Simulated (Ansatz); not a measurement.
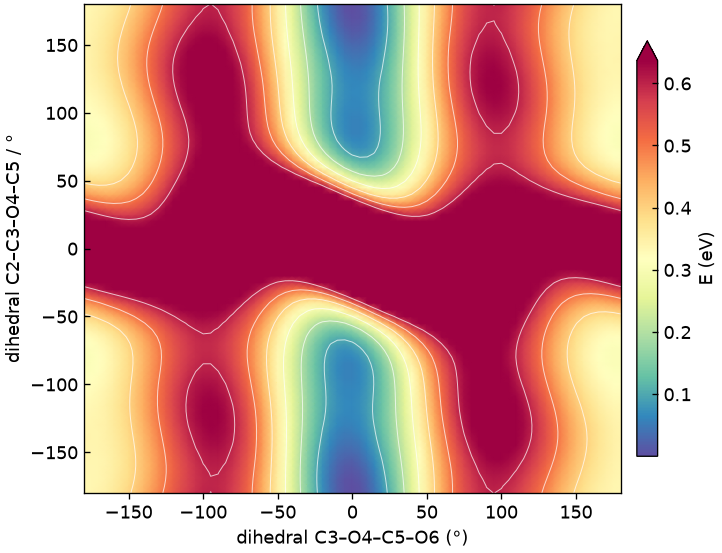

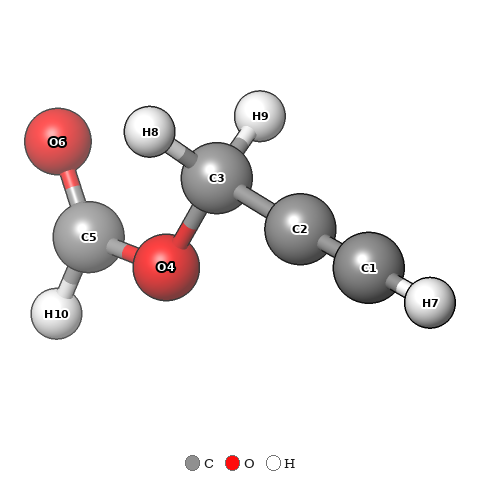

Energy landscape of C4H4O2, SMILES C#CCOC=O. 
- The first coordinate is: dihedral C3–O4–C5–O6; the second: dihedral C2–C3–O4–C5.
- Nothing is relaxed (all other coordinates rigid).
- Grid: 18 × 18 points; 164 points were computed and 160 follow by symmetry.
- Points are written as (first, second).
- Energies: eV, counted from the relaxed molecule at the same level.
- Computed with RHF/def2-SVP in Ansatz.

The picture shows a smooth colour map with a few white contour lines, one colour for all values above the top of the scale. Between grid points the surface is interpolated. The second picture is the structure at the lowest point.

Describe this landscape.

The lowest grid point is at (0°, −180°), 0.00 eV from the relaxed molecule at the same level. A higher local minimum lies near (−180°, −80°) (0.31 eV above the lowest at that grid point). The highest grid point, (0°, 0°), lies 1.69 eV above the lowest. Round the minimum the valley is somewhat tilted: raising dihedral C3–O4–C5–O6 shifts the best value of dihedral C2–C3–O4–C5 downwards (coupling k₁₂/√(k₁₁k₂₂) about 0.2).

The whole map (164 points run) took 6.3 min on 1 thread of Arm Neoverse V1 (shared host).
